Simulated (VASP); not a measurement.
Energy against volume of Li (bcc). Computed with RPBE GGA, VASP's PBE PAW potentials (set 64) (plane waves; VASP).

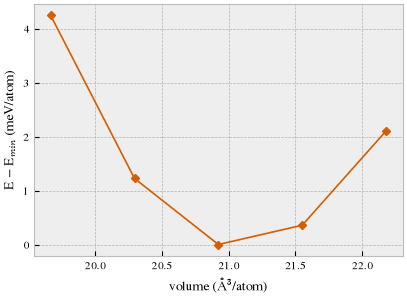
Figure: Energy against volume

Problem. Estimate the equilibrium volume and the bulk modulus.

Solution. The minimum lies near 21.1 Å³/atom, and the curvature gives B0 of about 13 GPa.

Measured: bulk modulus 13.8 GPa at 0 K (computed value off by -5.2 %), as given by H. Levämäki et al., Physical Review B (2014), arXiv:1402.3671 [corrected for temperature and zero-point phonon effects]; a 3.449 Å at 0 K (computed value off by +0.9 %), as given by Gábor I. Csonka et al., Physical Review B (2009), arXiv:0903.4037 [low-temperature or extrapolated to 0 K; zero-point anharmonic expansion removed].

The compound is Li in the bcc structure. It was relaxed first.
